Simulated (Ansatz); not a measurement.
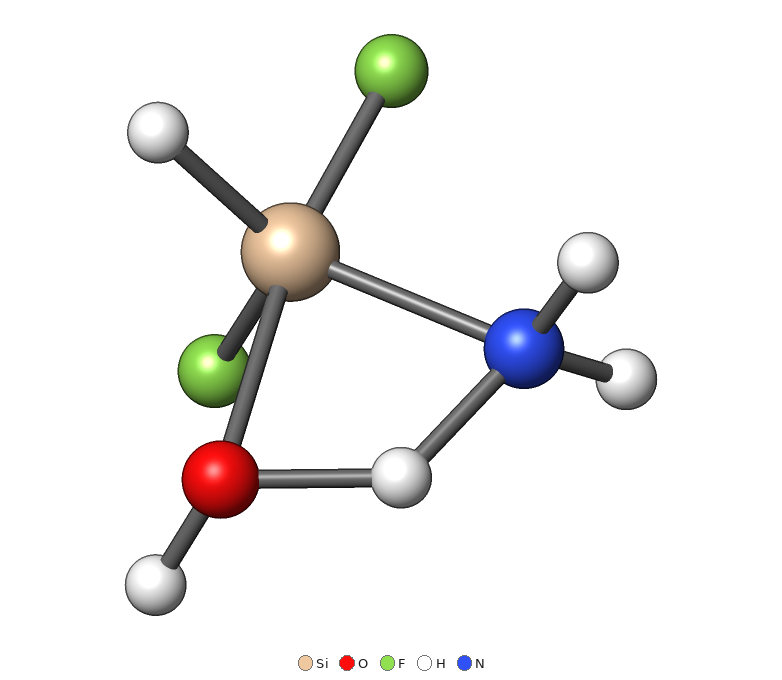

Sticks follow a distance rule. Harmonic vibrations computed with RKS PBE0-D4/def2-TZVP (Ansatz 0.2.0) at a stationary point of the same level.

**How many imaginary frequencies does it have?**

A first-order saddle point: one imaginary frequency, 1143i cm⁻¹.

**List the wavenumbers.**

24 modes: 1143i, 124, 250, 264, 350, 386, 440, 529, 575, 704, 764, 776, 794, 825, 910, 954, 1036, 1529, 1586, 1890, 2295, 3539, 3624, 3889 cm⁻¹.
